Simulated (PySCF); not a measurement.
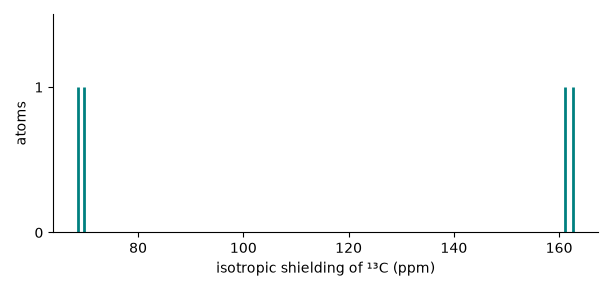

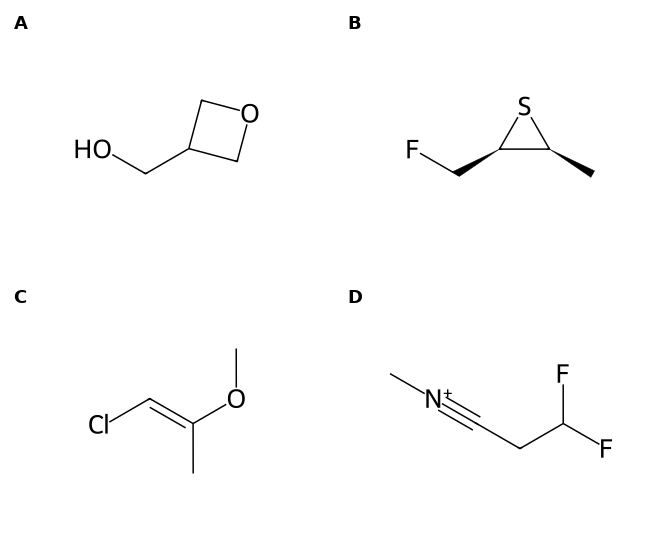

The sticks are computed shieldings of one of the molecules, for one fixed geometry (GFN2-xTB) without averaging over rotations. Low shielding means a high chemical shift. Method: GIAO PBE0/pcSseg-1 NMR shielding, non-relativistic, gas phase (PySCF 2.14.0).

### Match the spectrum to a structure.

D, `C[N+]#CCC(F)F`. Its 4 C atoms give lines at 68.6, 69.7, 161.2, 162.6 ppm.
